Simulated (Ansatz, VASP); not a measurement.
# Cross-check of CdP between VASP and Ansatz

Aim: how closely do two programs agree when they are given the same cell, functional and k mesh? The cell is invented: As first built, before any earlier steps moved the atoms (in the runner's words): it takes the SnP structure with some of its atoms replaced by other elements, volume scaled by an estimate. It may not be a known or stable phase. The cell is taken from a series of VASP runs on this material, whose earlier steps may have relaxed, scaled or displaced it; both programs get it as it stands. Valence electrons are named where the data sets of a main pair hold unlike numbers.

Calculated with Ansatz 0.2.0; plane waves, with VASP 6.6.1 beside it; band structure at r2SCAN.

### Step 1. Starting point

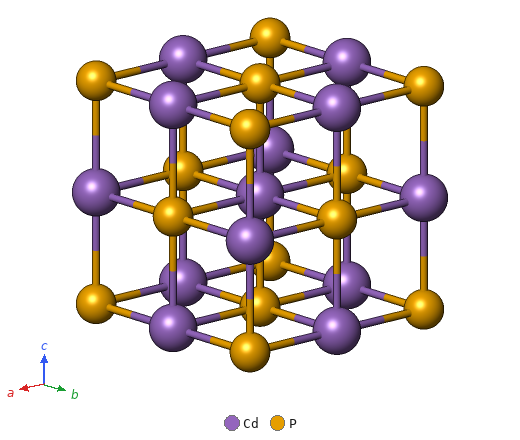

The starting structure, seen from a free direction (cadmium purple, phosphorus orange). This picture shows the conventional cell, with its axes. Some periodic images of atoms are drawn too.

As a file:

```cif
data_structure
_symmetry_space_group_name_H-M 'Fm-3m'
_symmetry_Int_Tables_number 225
_cell_length_a 5.6900
_cell_length_b 5.6900
_cell_length_c 5.6900
_cell_angle_alpha 90.000
_cell_angle_beta 90.000
_cell_angle_gamma 90.000
_cell_volume 184.22
loop_
_atom_site_label
_atom_site_type_symbol
_atom_site_symmetry_multiplicity
_atom_site_Wyckoff_symbol
_atom_site_fract_x
_atom_site_fract_y
_atom_site_fract_z
_atom_site_occupancy
Cd1 Cd 4 b 0.50000 0.00000 0.00000 1
P1 P 4 a 0.00000 0.00000 0.00000 1
```

### Step 2. VASP: band structure, r2SCAN

A single point gives forces, pressure and levels at one fixed geometry, so differences don't come from the geometry; what else differs is listed under the comparison.

Lines of VASP's logs that name or quote its potential files are left out, and so is its time.

The input, INCAR:

```
SYSTEM = CdP
PREC = Accurate
ENCUT = 400
EDIFF = 1E-06
NELM = 100
ISMEAR = 0
SIGMA = 0.05
LREAL = .FALSE.
ALGO = Normal
METAGGA = R2SCAN
LASPH = .TRUE.
LORBIT = 11
LWAVE = .FALSE.
LCHARG = .FALSE.
```

The input, POSCAR:

```
CdP
1.0
    0.0000000000      2.8450135600      2.8450135600
    2.8450135600      0.0000000000      2.8450135600
    2.8450135600      2.8450135600      0.0000000000
Cd P
1 1
Direct
    0.5000000000      0.5000000000      0.5000000000
    0.0000000000      0.0000000000      0.0000000000
```

The input, KPOINTS:

```
Automatic mesh
0
Gamma
7 7 7
0 0 0
```

The input, KPOINTS_OPT:

```
Line mode
16
Line-mode
Reciprocal
  0.00000000   0.00000000   0.00000000 GAMMA
  0.50000000   0.00000000   0.50000000 X

  0.50000000   0.00000000   0.50000000 X
  0.50000000   0.25000000   0.75000000 W

  0.50000000   0.25000000   0.75000000 W
  0.37500000   0.37500000   0.75000000 K

  0.37500000   0.37500000   0.75000000 K
  0.00000000   0.00000000   0.00000000 GAMMA

  0.00000000   0.00000000   0.00000000 GAMMA
  0.50000000   0.50000000   0.50000000 L

  0.50000000   0.50000000   0.50000000 L
  0.62500000   0.25000000   0.62500000 U

  0.62500000   0.25000000   0.62500000 U
  0.50000000   0.25000000   0.75000000 W

  0.50000000   0.25000000   0.75000000 W
  0.50000000   0.50000000   0.50000000 L

  0.50000000   0.50000000   0.50000000 L
  0.37500000   0.37500000   0.75000000 K

  0.62500000   0.25000000   0.62500000 U
  0.50000000   0.00000000   0.50000000 X
```

The projector-augmented-wave data sets are Cd and P (PBE family, release 64).

Run with:

```console
mpirun -np 1 vasp_std
```

Numbers of over 12 decimals in the logs are rounded to 6 here.

The log of the run:

```text
[banner, memory and clock lines left out]
running    1 mpi-ranks, on    1 nodes
 distrk:  each k-point on    1 cores,    1 groups
 distr:  one band on    1 cores,    1 groups

 POSCAR found type information on POSCAR CdP
 POSCAR found :  2 types and       2 ions
|                                                                             |
|               ----> ADVICE to this user running VASP <----                  |
|                                                                             |
|     You enforced a specific xc type in the INCAR file but a different       |
|     [... a line on the potential file left out ...]
|     I HOPE YOU KNOW WHAT YOU ARE DOING!                                     |
|                                                                             |

 LDA part: xc-table for (None), standard interpolation
 POSCAR, INCAR and KPOINTS ok, starting setup
 FFT: planning ... GRIDC
 FFT: planning ... GRID_SOFT
 FFT: planning ... GRID
 WAVECAR not read
 entering main loop
       N       E                     dE             d eps       ncg     rms          rms(c)
DAV:   1     0.498893317426E+02    0.49889E+02   -0.69387E+03   480   0.101E+03
DAV:   2    -0.302813600531E+02   -0.80171E+02   -0.76146E+02   540   0.267E+02
DAV:   3    -0.331582134219E+02   -0.28769E+01   -0.28618E+01   584   0.513E+01
DAV:   4    -0.331736902453E+02   -0.15477E-01   -0.15472E-01   540   0.368E+00
DAV:   5    -0.331738358397E+02   -0.14559E-03   -0.14559E-03   592   0.335E-01    0.448E+00
DAV:   6    -0.284831900463E+02    0.46906E+01   -0.36638E+00   484   0.302E+01    0.649E+00
DAV:   7    -0.284578571452E+02    0.25333E-01   -0.15001E-01   556   0.523E+00    0.399E+00
DAV:   8    -0.284739165992E+02   -0.16059E-01   -0.72515E-02   512   0.398E+00    0.629E-01
DAV:   9    -0.284773895821E+02   -0.34730E-02   -0.71959E-03   552   0.913E-01    0.327E-01
DAV:  10    -0.284772217820E+02    0.16780E-03   -0.14721E-03   520   0.512E-01    0.616E-02
DAV:  11    -0.284772573230E+02   -0.35541E-04   -0.22744E-04   516   0.135E-01    0.513E-02
DAV:  12    -0.284772494554E+02    0.78676E-05   -0.40954E-05   572   0.964E-02    0.170E-02
DAV:  13    -0.284772504589E+02   -0.10035E-05   -0.97049E-06   548   0.397E-02    0.382E-03
DAV:  14    -0.284772497286E+02    0.73023E-06   -0.11123E-06   292   0.183E-02
   1 F= -.28477250E+02 E0= -.28475013E+02  d E =-.447294E-02
 Start KPOINTS_OPT (optional k-point list driver)
k-point batch [1-20\160]
       N       E                     dE             ncg
DAV:   1     0.257604041314E+03   -0.60670E+04      488
DAV:   2    -0.131939694694E+04   -0.15770E+04      528
DAV:   3    -0.137102037892E+04   -0.51623E+02      556
DAV:   4    -0.137128174533E+04   -0.26137E+00      584
DAV:   5    -0.137128387559E+04   -0.21303E-02      608
DAV:   6    -0.137128389841E+04   -0.22815E-04      604
DAV:   7    -0.137128389872E+04   -0.31389E-06      440
[...]
k-point batch [141-160\160]
       N       E                     dE             ncg
DAV:   1     0.136552446012E+03   -0.10653E+05      488
DAV:   2    -0.139761702340E+04   -0.15342E+04      552
DAV:   3    -0.144537589466E+04   -0.47759E+02      540
DAV:   4    -0.144556352347E+04   -0.18763E+00      616
DAV:   5    -0.144556512604E+04   -0.16026E-02      596
DAV:   6    -0.144556514632E+04   -0.20279E-04      620
DAV:   7    -0.144556514660E+04   -0.27792E-06      452
```

Parts of OUTCAR (step 2):

```text
ion  position               nearest neighbor table
   1  0.500  0.500  0.500-   2 2.85   2 2.85   2 2.85   2 2.85   2 2.85   2 2.85
   2  0.000  0.000  0.000-   1 2.85   1 2.85   1 2.85   1 2.85   1 2.85   1 2.85

  LATTYP: Found a face centered cubic cell.
 ALAT       =     5.6900271200

 Subroutine GETGRP returns: Found 48 space group operations
 (whereof 48 operations were pure point group operations)

The static configuration has the point symmetry O_h .

 Found     20 irreducible k-points:

   k-points           NKPTS =     20   k-points in BZ     NKDIM =     20   number of bands    NBANDS=     12

   dimension x,y,z NGX =    28 NGY =   28 NGZ =   28
   dimension x,y,z NGXF=    56 NGYF=   56 NGZF=   56

   ENCUT  =  400.0 eV  29.40 Ry    5.42 a.u.   6.56  6.56  6.56*2*pi/ulx,y,z

   NELECT =      17.0000    total number of electrons

 k-points in reciprocal lattice and weights: Automatic mesh
   0.00000000  0.00000000  0.00000000       0.003
   0.14285714  0.00000000  0.00000000       0.023
   0.28571429  0.00000000  0.00000000       0.023
   0.42857143  0.00000000  0.00000000       0.023
   0.14285714  0.14285714  0.00000000       0.017
   0.28571429  0.14285714  0.00000000       0.070
   0.42857143  0.14285714  0.00000000       0.070
  -0.42857143  0.14285714  0.00000000       0.070
  -0.28571429  0.14285714  0.00000000       0.070
[...]
-0.42857143  0.42857143  0.14285714       0.070
  -0.28571429  0.42857143  0.14285714       0.070

 average (electrostatic) potential at core
       1 -44.2608       2 -88.6373

 E-fermi :   2.4848

 k-point     1 :       0.0000    0.0000    0.0000
  band No.  band energies     occupation
    ...
      2      -5.8753      2.00000
      3      -5.8753      2.00000
      4      -5.8401      2.00000
      5      -5.8400      2.00000
      6      -5.8400      2.00000
      7       2.7266      0.00000
      8       2.7266      0.00000
      9       2.7266      0.00000
     10       4.5918      0.00000
     11      11.0939      0.00000
    ...

 k-point     2 :       0.1429    0.0000    0.0000
  band No.  band energies     occupation
    ...
      3      -5.9087      2.00000
      4      -5.8488      2.00000
      5      -5.8151      2.00000
      6      -5.8151      2.00000
      7       1.2293      2.00000
      8       2.8111      0.00000
      9       2.8111      0.00000
     10       5.8840      0.00000
     11       9.9947      0.00000
     12      10.6865      0.00000

 k-point     3 :       0.2857    0.0000    0.0000
  band No.  band energies     occupation
    ...
      3      -5.9893      2.00000
      4      -5.8797      2.00000
      5      -5.7513      2.00000
      6      -5.7513      2.00000
      7      -0.7162      2.00000
      8       3.0321      0.00000
      9       3.0321      0.00000
     10       6.7200      0.00000
     11       9.0697      0.00000
     12       9.0697      0.00000

  Total       -2.2893857     -2.2893857     -2.2893857      0.0000000      0.0000000      0.0000000
  in kB      -79.6428033    -79.6428033    -79.6428033      0.0000000      0.0000000      0.0000000
  external PRESSURE =     -79.6428033 kB  Pullay stress =       0.0000000 kB

  energy-cutoff  :      400.00
  volume of cell :       46.06
      direct lattice vectors                 reciprocal lattice vectors
     0.000000000  2.845013560  2.845013560    -0.175746087  0.175746087  0.175746087
     2.845013560  0.000000000  2.845013560     0.175746087 -0.175746087  0.175746087
     2.845013560  2.845013560  0.000000000     0.175746087  0.175746087 -0.175746087

 POSITION                                       TOTAL-FORCE (eV/Angst)
 -----------------------------------------------------------------------------------
      2.84501      2.84501      2.84501        -0.000000     -0.000000      0.000000
      0.00000      0.00000      0.00000         0.000000      0.000000     -0.000000
 -----------------------------------------------------------------------------------
    total drift:                                0.000000      0.000000      0.000000

  FREE ENERGIE OF THE ION-ELECTRON SYSTEM (eV)
  ---------------------------------------------------
  free  energy   TOTEN  =       -28.4772497286 eV

  energy  without entropy=      -28.4727767845  energy(sigma->0) =      -28.47501326

 total charge
# of ion       s       p       d       tot
------------------------------------------
    1        0.424   0.254   9.529  10.207
    2        1.080   1.322   0.000   2.402
--------------------------------------------------
tot          1.504   1.576   9.529  12.610

[... 3 further parts left out ...]
```

Spin-orbit coupling is off here; it would split degenerate levels. The PAW data sets were made with PBE, which is usual practice but a small mismatch for other functionals. At this level the cell is under a tension of 8.0 GPa, so at these settings it is away from equilibrium.

### Step 3. Ansatz: band structure, r2SCAN

Ansatz runs on its PAW soft_1 files.

The same cell, functional, mesh and smearing now go to Ansatz, which takes its cutoff from its data sets.

The input, input.yaml:

```yaml
crystal:
  lattice:
    - [0.0, 2.84501356, 2.84501356]
    - [2.84501356, 0.0, 2.84501356]
    - [2.84501356, 2.84501356, 0.0]
  atoms:
    - { symbol: Cd, position: [0.5, 0.5, 0.5] }
    - { symbol: P, position: [0.0, 0.0, 0.0] }
hamiltonian:
  xc: r2scan
  pseudopotentials: { kind: paw, azcp: { folder: soft_1 } }
kpoints:
  mp_grid: { grid: [7, 7, 7] }
  band_path:
    path:
      - [0.0, 0.0, 0.0]
      - [0.16667, 0.0, 0.16667]
      - [0.33333, 0.0, 0.33333]
      - [0.5, 0.0, 0.5]
      - [0.5, 0.08333, 0.58333]
      - [0.5, 0.18333, 0.68333]
      - [0.5, 0.25, 0.75]
      - [0.45, 0.3, 0.75]
      - [0.40833, 0.34167, 0.75]
      - [0.35, 0.35, 0.7]
      - [0.225, 0.225, 0.45]
      - [0.075, 0.075, 0.15]
      - [0.03333, 0.03333, 0.03333]
      - [0.23333, 0.23333, 0.23333]
      - [0.4, 0.4, 0.4]
      - [0.51667, 0.46667, 0.51667]
      - [0.55833, 0.38333, 0.55833]
      - [0.60833, 0.28333, 0.60833]
      - [0.60833, 0.25, 0.64167]
      - [0.55833, 0.25, 0.69167]
      - [0.51667, 0.25, 0.73333]
      - [0.5, 0.3, 0.7]
      - [0.5, 0.38333, 0.61667]
      - [0.5, 0.48333, 0.51667]
      - [0.475, 0.475, 0.55]
      - [0.425, 0.425, 0.65]
      - [0.38333, 0.38333, 0.73333]
      - [0.59167, 0.18333, 0.59167]
      - [0.55, 0.1, 0.55]
      - [0.5, 0.0, 0.5]
    npoints: 1
scf:
  occupations: { method: gaussian, width: 0.05 }
  n_extra_bands: 7
output:
  forces: true
  stress: true
  eigenvalues: true
  write_density: true
  write_potential: true
  elf: true
  volumetric_format: npy
```

Run with:

```console
ansatz run input.yaml --threads 2 --pin off --max-ram 4608MiB --backend cpu --events-out ev --progress --plain --runs-dir out
```

The log of the run:

```text
scf.n_extra_bands = 7 over 13 filled bands (N_el = 25.0): the run solves 20 bands
Engine: ansatz 0.2.0, aarch64-unknown-linux-gnu
Pseudopotentials: kind: paw
Pseudopotential: Cd, paw, valence charge 20, recommended cutoff 500 eV (meta_gga), soft_1/Cd.paw.azcp
Pseudopotential: P, paw, valence charge 5, recommended cutoff 500 eV (meta_gga), soft_1/P.paw.azcp
Functional definition: r2SCAN
  parameter k0 = 0.174
  parameter k1 = 0.065
  parameter a1 = 4.9479
  exchange = r2scan_x(k0 = k0, k1 = k1, a1 = a1)
  correlation = r2scan_c
Crystal: 2 atoms, lattice volume = 46.056 Å³
Basis set: ecut = 500 eV, 1211 PW (Γ), exchange–correlation on 120×120×120 points (64 copies of the dense FFT grid, shifted against one another)
Bands: 20, of which v1, the nominal top of the filled ones, is band 13 counted from 1 (12 counted from 0)
Symmetry: 48 space group operations
Space group: Fm-3m (ITA 225), of the structure as read, at distance tolerance 3.6e-5 Å
k-points: 20 of 343
Non-local potential: Cd, projectors of the file, l = 0: 3, l = 1: 2, l = 2: 2, l = 3: 1
Non-local potential: P, projectors of the file, l = 0: 2, l = 1: 2, l = 2: 1
PAW form: soft (Blöchl's): semilocal exchange-correlation on the pseudo side does not see the compensation charge
PAW frozen core: Cd, regenerated for the run's functional (the file was generated under x = pbe(κ = 0.804, μ = 0.219515), c = pbe(β = 0.066725))
PAW frozen core: P, regenerated for the run's functional (the file was generated under x = pbe(κ = 0.804, μ = 0.219515), c = pbe(β = 0.066725))
PAW one-centre angular grid: Cd, 590 points (default); XC on 160 Gauss nodes
PAW one-centre angular grid: P, 302 points (default); XC on 160 Gauss nodes
Initial density: superposition of atomic densities (chi_scale 0.1, normalization cell, long waves kept (reshape's long-wave potential 0.00 eV rms))
Initial wavefunctions: pseudopotential atomic-orbital guess
Functional: x = r2scan, c = r2scan; τ floored in thin density (d = 2e-4 eV/Å³)
iter 1 solved again at ethr=8.70e-4 eV; its pass at ethr=3.10e-3 eV (dr2=2.18e-1 eV) is discarded
SCF iter   1: F=—  HF=-9026.798984 eV  |F-HF|=—  |Δ(HF+E_count)|=         —  Δρ=2.11e-2  dr2=2.17e-1  dr2_τ=1.80e-2  ethr=8.70e-4  ⟨swp⟩=1.1  Hψ=2629  notcnv=0
preconditioner: auto → Kerker (q_TF=auto, 2.464 Å⁻¹)  [metal: Δε(μ)=0.031 eV  Ē_g=14.677 eV  σ=0.050 eV  W_gap=0.33  n_scr=14 (ndim 8)  ℏωp=22.6 eV  f_vac=0.000  D(μ)=4.02/eV (n_scr^D=58)]
SCF iter   2: F=—  HF=-9026.838168 eV  |F-HF|=—  |Δ(HF+E_count)|=   3.92e-2  Δρ=1.40e-2  dr2=1.00e-1  dr2_τ=3.11e-3  ethr=8.69e-4  ⟨swp⟩=2.0  Hψ=560  notcnv=0
SCF iter   3: F=—  HF=-9026.846200 eV  |F-HF|=—  |Δ(HF+E_count)|=   8.03e-3  Δρ=1.83e-3  dr2=7.91e-4  dr2_τ=8.13e-5  ethr=4.01e-4  ⟨swp⟩=3.5  Hψ=756  notcnv=0  defer=14
SCF iter   4: F=—  HF=-9026.846950 eV  |F-HF|=—  |Δ(HF+E_count)|=   7.51e-4  Δρ=4.79e-4  dr2=7.88e-5  dr2_τ=3.07e-6  ethr=3.16e-6  ⟨swp⟩=2.0  Hψ=673  notcnv=0  defer=14
SCF iter   5: F=—  HF=-9026.847041 eV  |F-HF|=—  |Δ(HF+E_count)|=   9.00e-5  Δρ=1.48e-4  dr2=1.03e-5  dr2_τ=6.28e-7  ethr=3.15e-7  ⟨swp⟩=2.0  Hψ=587  notcnv=0  defer=14
SCF iter   6: F=—  HF=-9026.847047 eV  |F-HF|=—  |Δ(HF+E_count)|=   6.10e-6  Δρ=5.16e-5  dr2=1.21e-6  dr2_τ=3.52e-8  ethr=4.13e-8  ⟨swp⟩=2.0  Hψ=518  notcnv=0  defer=14
SCF iter   7: F=-9026.847047 eV  HF=-9026.847047 eV  |F-HF|=5.08e-8  |Δ(HF+E_count)|=   4.88e-7  Δρ=1.34e-5  dr2=8.17e-8  dr2_τ=2.70e-9  ethr=4.00e-10  ⟨swp⟩=12.8  Hψ=3279  notcnv=0
SCF 1 converged in 7 iterations: F = -9026.847047 eV  dr2 = 8.17e-8
  greatest PAW one-centre occupation: 1.002 electrons in one spin orbital (limit 2), on the Cd atom at site 0 (counted from 0), in its partial waves of l = 0
NSCF: frozen V_eff on 30 k-points
SCF converged after 7 iterations
Free energy (F): -9026.847047 eV
Harris-Foulkes:  -9026.847047 eV  (|F-HF|=5.08e-8)
Internal energy: -9026.842487 eV  (E = F + TS)
E sigma→0 (E₀):  -9026.844767 eV
Entropy (-TS):   -0.004560 eV (-2.280 meV/atom)
Fermi energy:    8.413423 eV
--- Per-component energies (eV) ---
  E_band       = -503.387422
  E_kinetic    = 504.091638
  E_local      = -3767.328866  (includes V_loc(G=0)·N_el)
  E_nonlocal   = 152.784452
  E_hartree    = 1727.216601
  E_xc         = -214.138727
  E_vxc        = -278.359846  (∫ρ·V_xc dr)
  E_paw        = -4687.435030  (= ΣΔE_a)
  E_vpaw       = -586.557478  (= ΣTr[D̂ρ^β])
  E_aug_tail   = 0.000015  (compensation charges beyond the density's cutoff)
  E_vtau       = 17.540582  (kinetic-family band-sum trace: ∫τ·v_τ [+ j·A + Jᵃ·Aᵃ] dr)
  E_ewald      = -2741.376963
  E_core_change = -0.655607  (= ΣΔE_core)
  E_smearing   = -0.004560  (= −TS)
  E_closure    = -0.000000  (closes the sum)
  Σ components = -9026.847047   (vs F -9026.847047, Δ=0.00e0)
--- Forces (eV/Å), atoms counted from 1 ---
  atom   1  Cd     0.00000000    -0.00000000    -0.00000000
  atom   2  P     -0.00000000     0.00000000     0.00000000
  max |Σ_I F_I| component: 5.23e-29 eV/Å
--- Stress (GPa, compression-positive) ---
       -7.716136      -0.000000      -0.000000
        0.000000      -7.716136      -0.000000
        0.000000      -0.000000      -7.716136
  P = ⅓ Tr σ = -7.7161 GPa (-77.161 kbar)
--- Band table (eV; the first three rows and the last of 20) ---
  k-point 0: bands = [... 9 lower, 0.0631, 8.6394, 8.6394, 8.6394, 10.5354, 16.9856, 16.9856, 16.9856, ... 3 higher]
  k-point 1: bands = [... 9 lower, 0.0879, 7.1531, 8.7277, 8.7277, 11.8228, 15.8755, 16.5816, 16.5816, ... 3 higher]
  k-point 2: bands = [... 9 lower, 0.1511, 5.2138, 8.9573, 8.9573, 12.6471, 14.9747, 14.9747, 15.3151, ... 3 higher]
  k-point 19: bands = [... 9 lower, 1.2237, 5.1262, 5.5384, 6.8595, 11.7818, 14.9459, 16.1969, 16.7784, ... 3 higher]
```

Wall time 4.6 s (2 threads of Arm Neoverse N1, shared host); peak memory 0.4 GiB.

The column dr2 measures how far the density is from self-consistency, as an energy; F and HF (Harris–Foulkes) agree once it is small.

### Step 4. Side by side

Known differences besides the potentials themselves: VASP keeps PBE cores, Ansatz makes them for the functional; the data sets hold 25 valence electrons in Ansatz (on its PAW soft_1 files) and 17 in VASP; the cutoff is 500 eV in Ansatz and 400 eV in VASP. Total energies have different zeros and are not compared.

Both answers:

| quantity | Ansatz | VASP | difference |
| --- | --- | --- | --- |
| pressure (GPa) | -7.72 | -7.96 | +0.25 |
| pressure without Ansatz's Pulay correction (GPa) | -7.79 | -7.96 | +0.18 |

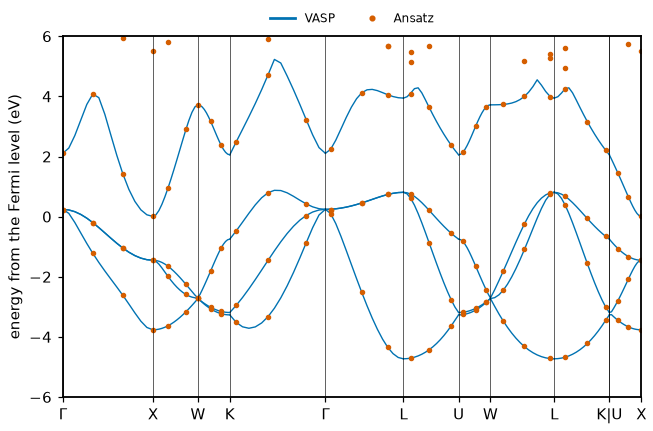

Bands from VASP (lines) and levels from Ansatz (dots). Dots without a line are higher empty bands that the VASP plot leaves out.

Levels from 3 eV below to 2 eV above the Fermi level differ by 7 meV r.m.s. and 16 meV at most; each VASP level is matched to the nearest of Ansatz, which flatters the figure a little. Ansatz's pressure holds a Pulay correction of 0.07 GPa; VASP's holds none.

### Step 5. Summary of results

| Quantity | Value |
| --- | --- |
| r.m.s. difference of levels near the Fermi level (band structure, r2SCAN) | 6.6 meV |

What this shows: The r.m.s. difference of levels near the Fermi level is 6.6 meV (band structure, r2SCAN), within the 80 meV picked in this series as the mark of a large difference. The data sets hold unlike numbers of valence electrons (25 in Ansatz and 17 in VASP), so part of the differences comes from the potentials. Such differences can come from data sets, numerical settings and the points named under the comparisons, not from the functional's error against experiment.

[Lines on the potential files, build, host, timing and source positions are cut from VASP's logs without a mark.]

[Logs are printed without paths, hosts, clocks, repeated set-up lines and the standing remarks that a program may print on its own settings, such as how far it seeks lower states.]

[Hosts, paths, dates, database ids (printed as entryN), source tags and the programs' standing remarks are cut or masked in the printed files.]
